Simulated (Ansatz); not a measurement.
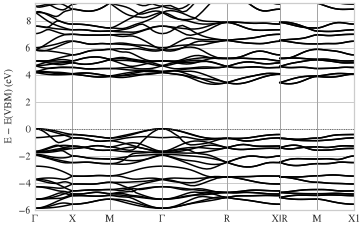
*Band structure from r²SCAN in the plane-wave PAW code Ansatz*

Q: Read off the gap and where the band edges lie.

A: About 3.3 eV (3.29 eV by a search for the band edges); maximum at Γ, minimum on the Γ–R line, 80 % of the way from Γ.

Q: Which compound is it?
A) HfSO, P2_13 (Hf on 4a, S on 4a, O on 4a)
B) BN, Pm-3n (B on 6c, N on 6d)
C) SrTiO3, cubic perovskite
D) CsBr, CsCl type

A: A, HfSO, P2_13 (Hf on 4a, S on 4a, O on 4a)

The workflow started from a Materials Project entry (that database holds measured and hypothetical structures alike); the Crystallography Open Database copy checked does not list it. Its standing as an ambient phase is unchecked. The cell was relaxed with r²SCAN under the symmetry of its start; its stability against distortions is not shown here. The run is not spin-polarised. Scalar-relativistic: spin–orbit coupling is off unless named, which matters more the heavier the elements.

Potentials: the later of the program's two PAW sets.
